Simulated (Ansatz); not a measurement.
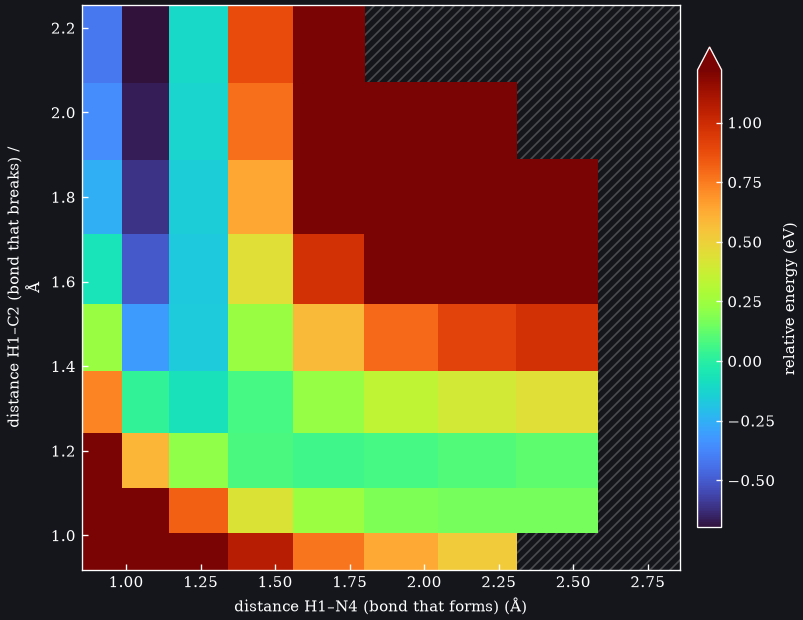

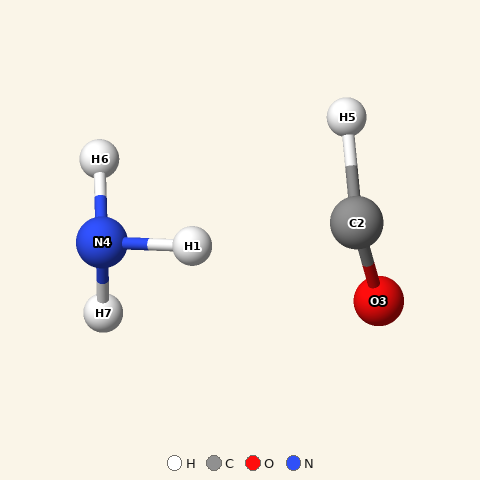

Energy landscape of the reacting system CH4NO (fragments CH₂O + H₂N where the first distance is long, H₃N + CHO where the second is long), spin multiplicity 2. 
- Coordinates scanned: (1) distance H1–N4 (bond that forms); (2) distance H1–C2 (bond that breaks).
- Relaxed at each point: all other coordinates.
- Grid: 9 × 9 points. At 14 points there is no value.
- Points are written as (first, second).
- All energies are given in eV relative to a guessed transition structure relaxed with its forming and breaking bonds held.
- Computed with UKS r2SCAN-D4/def2-SVP (Ansatz).

The picture shows one coloured cell a grid point, one colour for all values above the top of the scale, hatched blanks where no value was computed. The second picture is the structure at the lowest point.

**Summarise what can be read from the map.**

The lowest grid point is at (1.052 Å, 2.163 Å), −0.70 eV from a guessed transition structure relaxed with its forming and breaking bonds held. It lies in a valley that leaves the map towards separated partners. Other grid points that lie below all their neighbours: (1.675 Å, 1.175 Å) (0.76 eV higher). The highest grid point, (0.918 Å, 0.963 Å), lies 4.53 eV above the lowest.

The values on the grid:

| second ↓, first → | 0.918 | 1.052 | 1.236 | 1.446 | 1.675 | 1.918 | 2.174 | 2.441 | 2.718 |
| --- | --- | --- | --- | --- | --- | --- | --- | --- | --- |
| 2.163 | −0.41 | −0.70 | −0.11 | 0.88 | 1.83 | – | – | – | – |
| 1.979 | −0.36 | −0.67 | −0.13 | 0.78 | 1.63 | 2.21 | 2.52 | – | – |
| 1.801 | −0.25 | −0.61 | −0.15 | 0.64 | 1.34 | 1.80 | 2.04 | 2.15 | – |
| 1.630 | −0.07 | −0.50 | −0.17 | 0.44 | 0.98 | 1.31 | 1.48 | 1.57 | – |
| 1.468 | 0.24 | −0.31 | −0.16 | 0.23 | 0.58 | 0.80 | 0.91 | 0.97 | – |
| 1.315 | 0.73 | 0.02 | −0.07 | 0.07 | 0.23 | 0.34 | 0.40 | 0.45 | – |
| 1.175 | 1.50 | 0.59 | 0.22 | 0.08 | 0.06 | 0.07 | 0.10 | 0.12 | – |
| 1.052 | 2.61 | 1.49 | 0.82 | 0.43 | 0.25 | 0.18 | 0.16 | 0.16 | – |
| 0.963 | 3.83 | 2.54 | 1.65 | 1.07 | 0.77 | 0.64 | 0.52 | – | – |

Time for the 67 points that were run: 39 min on 1 thread of Arm Neoverse V2, on a shared host.
